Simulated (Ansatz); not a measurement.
# CH7NSi (SMILES C[SiH2]N): levels of theory compared

Aim: a comparison of 5 runs (HF/3-21G, HF/def2-SVP, SVWN5/6-31G, B3LYP/def2-TZVP, MP2/def2-TZVP) of CH7NSi. 

The results are computed with Ansatz 0.2.0.

5 further runs of the same task are left out: 2 for a known fault of the program, 3 set aside as unsound or not needed.

### Step 1. The molecule

CH7NSi has 10 atoms, charge 0, and is taken as a singlet. SMILES: `C[SiH2]N`. Geometry: relaxed at PBE0-D4/def2-TZVP. This is one conformer, not always the lowest.

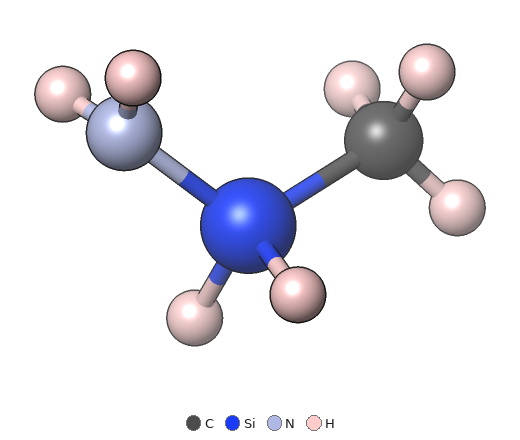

The structure, seen from a chosen angle (carbon dark grey, silicon blue, nitrogen light blue, hydrogen pink).

### Step 2. Energy and gradient at HF/3-21G (run 1)

Input file molecule.yaml:

```yaml
crystal:
  periodic: [false, false, false]
  atoms:
    - symbol: C
      position_ang: [-1.164000, 0.523700, -0.550500]
    - symbol: Si
      position_ang: [0.201300, -0.665200, -0.076700]
    - symbol: "N"
      position_ang: [1.478100, -0.020900, 0.879700]
    - symbol: H
      position_ang: [-1.921800, 0.016300, -1.155000]
    - symbol: H
      position_ang: [-0.773200, 1.361000, -1.134500]
    - symbol: H
      position_ang: [-1.657900, 0.930900, 0.335700]
    - symbol: H
      position_ang: [0.818500, -1.192400, -1.324900]
    - symbol: H
      position_ang: [-0.399200, -1.784200, 0.700500]
    - symbol: H
      position_ang: [2.165200, 0.593000, 0.474400]
    - symbol: H
      position_ang: [1.336200, 0.186700, 1.854400]
basis:
  gaussian:
    orbitals: 3-21G.json
hamiltonian:
  xc: hf
accuracy: high
output: {forces: true, orbitals: {seedname: orbitals}}
```

The basis set 3-21G is read from a file made from the Basis Set Exchange's data (not shown).

Started as:

```console
$ ansatz run molecule.yaml --threads 1 --pin off --max-ram 2610MiB --events-out events.jsonl --progress --plain --runs-dir runs
```

What it wrote:

```text
Warning: RAYON_NUM_THREADS=1 ignored (pool sized by the plan → 1); use --threads N
Functional definition: HF
  name "HF"
  exchange = exact_x
  correlation = 0
1083 factors; integrals over basis functions are off by at most 6.9e-9 eV
mean field evaluation 1: about -10427.7387 eV, gradient 2.9e1 eV
mean field evaluation 2: about -10427.9761 eV, gradient 3.0e1 eV
mean field evaluation 4: about -10429.8276 eV, gradient 2.1e0 eV
mean field evaluation 8: about -10429.8437 eV, gradient 9.2e-2 eV
mean field evaluation 16: about -10429.8438 eV, gradient 3.8e-8 eV
mean field -10429.84376509 eV, -383.2896887650 hartree, gradient 3.8e-8 eV, S^2 0.000000; 0 other end points of the search recorded, 0 dependent functions left out
the calculation of the forces begins
reference -10429.84376509 eV, -383.2896887650 hartree; 17, 17 occupied and 28, 28 virtual orbitals, 1083 factors
Total energy: -10429.84376509 eV, -383.2896887650 hartree
Atom 0 at    -1.164000     0.523700    -0.550500 Å, force    -0.727672     0.605873    -0.256263 eV/Å
Atom 1 at     0.201300    -0.665200    -0.076700 Å, force    -0.036360    -1.027402    -0.324410 eV/Å
Atom 2 at     1.478100    -0.020900     0.879700 Å, force     0.537900     1.082186     0.643008 eV/Å
Atom 3 at    -1.921800     0.016300    -1.155000 Å, force     0.161711     0.152796     0.142180 eV/Å
Atom 4 at    -0.773200     1.361000    -1.134500 Å, force    -0.156529    -0.152264     0.120936 eV/Å
Atom 5 at    -1.657900     0.930900     0.335700 Å, force     0.060955    -0.048690    -0.241059 eV/Å
Atom 6 at     0.818500    -1.192400    -1.324900 Å, force    -0.033390    -0.051751    -0.048355 eV/Å
Atom 7 at    -0.399200    -1.784200     0.700500 Å, force    -0.044748    -0.056964    -0.029907 eV/Å
Atom 8 at     2.165200     0.593000     0.474400 Å, force     0.063433    -0.279217     0.089620 eV/Å
Atom 9 at     1.336200     0.186700     1.854400 Å, force     0.174701    -0.224567    -0.095750 eV/Å
Dipole moment:    -0.015694     0.347218     0.092553 e Å
```

It took 1.6 s on 1 thread of Arm Neoverse N1, shared host; peak memory 0.26 GiB.

### Step 3. Energy and gradient at HF/def2-SVP (run 2)

Input file job.yaml:

```yaml
crystal:
  periodic: [false, false, false]
  atoms:
    - symbol: C
      position_ang: [-1.164000, 0.523700, -0.550500]
    - symbol: Si
      position_ang: [0.201300, -0.665200, -0.076700]
    - symbol: "N"
      position_ang: [1.478100, -0.020900, 0.879700]
    - symbol: H
      position_ang: [-1.921800, 0.016300, -1.155000]
    - symbol: H
      position_ang: [-0.773200, 1.361000, -1.134500]
    - symbol: H
      position_ang: [-1.657900, 0.930900, 0.335700]
    - symbol: H
      position_ang: [0.818500, -1.192400, -1.324900]
    - symbol: H
      position_ang: [-0.399200, -1.784200, 0.700500]
    - symbol: H
      position_ang: [2.165200, 0.593000, 0.474400]
    - symbol: H
      position_ang: [1.336200, 0.186700, 1.854400]
basis:
  gaussian:
    orbitals: def2-SVP
hamiltonian:
  xc: hf
accuracy: high
output: {forces: true, orbitals: {seedname: orbitals}}
```

Started as:

```console
$ ansatz run job.yaml --threads 1 --pin off --max-ram 2610MiB --events-out events.jsonl --progress --plain --runs-dir runs
```

What it wrote:

```text
Warning: RAYON_NUM_THREADS=1 ignored (pool sized by the plan → 1); use --threads N
[... 4 set-up lines as earlier in the session ...]
1907 factors; integrals over basis functions are off by at most 3.9e-9 eV
mean field evaluation 1: about -10478.9401 eV, gradient 3.3e1 eV
mean field evaluation 2: about -10478.9454 eV, gradient 3.3e1 eV
mean field evaluation 4: about -10481.6421 eV, gradient 2.8e0 eV
mean field evaluation 8: about -10481.6698 eV, gradient 7.8e-5 eV
mean field -10481.66975927 eV, -385.1942589223 hartree, gradient 1.7e-8 eV, S^2 0.000000; 0 other end points of the search recorded, 0 dependent functions left out
the calculation of the forces begins
reference -10481.66975927 eV, -385.1942589223 hartree; 17, 17 occupied and 64, 64 virtual orbitals, 1907 factors
Total energy: -10481.66975927 eV, -385.1942589223 hartree
Atom 0 at    -1.164000     0.523700    -0.550500 Å, force    -0.185093     0.156556    -0.061156 eV/Å
Atom 1 at     0.201300    -0.665200    -0.076700 Å, force     0.099197    -0.458636    -0.075239 eV/Å
Atom 2 at     1.478100    -0.020900     0.879700 Å, force     0.248361     0.373790     0.260058 eV/Å
Atom 3 at    -1.921800     0.016300    -1.155000 Å, force     0.006333     0.024626     0.011119 eV/Å
Atom 4 at    -0.773200     1.361000    -1.134500 Å, force    -0.021332     0.014953    -0.001563 eV/Å
Atom 5 at    -1.657900     0.930900     0.335700 Å, force    -0.013913     0.016395    -0.014548 eV/Å
Atom 6 at     0.818500    -1.192400    -1.324900 Å, force    -0.063650     0.021279     0.047451 eV/Å
Atom 7 at    -0.399200    -1.784200     0.700500 Å, force     0.002100     0.053193    -0.062464 eV/Å
Atom 8 at     2.165200     0.593000     0.474400 Å, force    -0.152243    -0.158113     0.141979 eV/Å
Atom 9 at     1.336200     0.186700     1.854400 Å, force     0.080240    -0.044044    -0.245636 eV/Å
Dipole moment:     0.010594     0.311744     0.097894 e Å
```

Wall time 6 s (1 thread of Arm Neoverse N1, shared host).

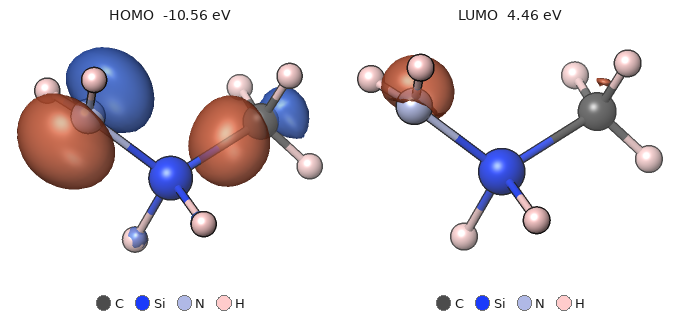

Frontier orbitals of this run, surfaces at ±0.2 Å^-3/2.

Runs 3 to 4 aren't shown in full; the table further down has their settings and results.

### Step 4. Energy and gradient at MP2/def2-TZVP (run 5)

Input file job.yaml:

```yaml
crystal:
  periodic: [false, false, false]
  atoms:
    - {symbol: C, position_ang: [-1.164000, 0.523700, -0.550500]}
    - {symbol: Si, position_ang: [0.201300, -0.665200, -0.076700]}
    - {symbol: N, position_ang: [1.478100, -0.020900, 0.879700]}
    - {symbol: H, position_ang: [-1.921800, 0.016300, -1.155000]}
    - {symbol: H, position_ang: [-0.773200, 1.361000, -1.134500]}
    - {symbol: H, position_ang: [-1.657900, 0.930900, 0.335700]}
    - {symbol: H, position_ang: [0.818500, -1.192400, -1.324900]}
    - {symbol: H, position_ang: [-0.399200, -1.784200, 0.700500]}
    - {symbol: H, position_ang: [2.165200, 0.593000, 0.474400]}
    - {symbol: H, position_ang: [1.336200, 0.186700, 1.854400]}
basis:
  gaussian:
    orbitals: def2-TZVP
accuracy: high
correlation:
  method: mp2
  frozen_orbitals: {C: 1, H: 0, "N": 1, Si: 5}
output:
  forces: true
  orbitals: {seedname: orbitals}
```

Started as:

```console
$ ansatz run job.yaml --threads 1 --pin off --max-ram 2610MiB --events-out events.jsonl --progress --plain --runs-dir runs
```

What it wrote:

```text
Warning: RAYON_NUM_THREADS=1 ignored (pool sized by the plan → 1); use --threads N
[... 4 set-up lines as earlier in the session ...]
2668 factors; integrals over basis functions are off by at most 3.6e-9 eV
mean field evaluation 1: about -10483.9701 eV, gradient 3.9e1 eV
mean field evaluation 2: about -10484.0704 eV, gradient 3.9e1 eV
mean field evaluation 4: about -10487.5357 eV, gradient 3.3e0 eV
mean field evaluation 8: about -10487.5760 eV, gradient 1.7e-1 eV
mean field evaluation 16: about -10487.5762 eV, gradient 2.5e-8 eV
mean field -10487.57617645 eV, -385.4113157500 hartree, gradient 2.5e-8 eV, S^2 0.000000; 0 other end points of the search recorded, 0 dependent functions left out
7 core orbitals not correlated: weight in the atoms' cores, before any rotation towards them, 1.000 or more for the frozen orbitals, at most 0.000 for the correlated occupied ones
reference -10487.57617645 eV, -385.4113157500 hartree; 10, 10 occupied and 124, 124 virtual orbitals, 2668 factors
second order -13.76838128 eV of doubles, -0.00000000 eV of singles
the calculation of the forces begins
Total energy: -10501.34455773 eV, -385.9172944295 hartree
Atom 0 at    -1.164000     0.523700    -0.550500 Å, force    -0.047072     0.032300    -0.014843 eV/Å
Atom 1 at     0.201300    -0.665200    -0.076700 Å, force    -0.049859    -0.246003    -0.102453 eV/Å
Atom 2 at     1.478100    -0.020900     0.879700 Å, force     0.045294    -0.017575     0.022839 eV/Å
Atom 3 at    -1.921800     0.016300    -1.155000 Å, force     0.019901     0.021294     0.018288 eV/Å
Atom 4 at    -0.773200     1.361000    -1.134500 Å, force    -0.017565    -0.025989     0.019804 eV/Å
Atom 5 at    -1.657900     0.930900     0.335700 Å, force     0.015616    -0.011934    -0.035894 eV/Å
Atom 6 at     0.818500    -1.192400    -1.324900 Å, force    -0.063120     0.063854     0.114589 eV/Å
Atom 7 at    -0.399200    -1.784200     0.700500 Å, force     0.047936     0.117682    -0.070451 eV/Å
Atom 8 at     2.165200     0.593000     0.474400 Å, force     0.053478     0.047380    -0.023979 eV/Å
Atom 9 at     1.336200     0.186700     1.854400 Å, force    -0.004609     0.018992     0.072100 eV/Å
Dipole moment:     0.012256     0.298412     0.094952 e Å
```

Run time: 40 s. Hardware: 1 thread of Arm Neoverse N1, shared host; peak memory 0.62 GiB.

### Step 5. Overview of the runs

```csv
run,level,frozen core orbitals,energy (Eh),dipole moment (D),HOMO energy (eV),LUMO energy (eV),wall time
1,HF/3-21G,–,-383.289689,1.73,-10.23,5.52,1.6 s
2,HF/def2-SVP,–,-385.194259,1.57,-10.56,4.46,6 s
3,SVWN5/6-31G,–,-384.472550,1.75,-5.29,0.50,6 s
4,B3LYP/def2-TZVP,–,-386.673924,1.52,-6.96,0.39,36 s
5,MP2/def2-TZVP,7,-385.917294,1.51,-10.63,3.34,40 s
```

### Step 6. Summary of results

```
                                          quantity          value
                               run 5: total energy  -385.91729 Eh
         run 5: dipole moment (correlated density)         1.51 D
        run 5: HOMO energy (Hartree–Fock orbitals)      -10.63 eV
        run 5: LUMO energy (Hartree–Fock orbitals)        3.34 eV
      run 5: HOMO–LUMO gap (Hartree–Fock orbitals)       13.97 eV
run 5: correlation energy (7 core orbitals frozen)     -506.0 mEh
                   run 5: largest force on an atom     0.271 eV/Å
```

The dipole moment (its size) runs from 1.51 D (MP2/def2-TZVP) to 1.75 D (SVWN5/6-31G). The two ends differ in method and basis. Over runs 1, 2, 3, 4 the HOMO–LUMO gap runs from 5.79 eV (SVWN5/6-31G) to 15.75 eV (HF/3-21G). Totals of different functionals can't be ranked against each other. All runs together took 90 s, the longest 40 s.
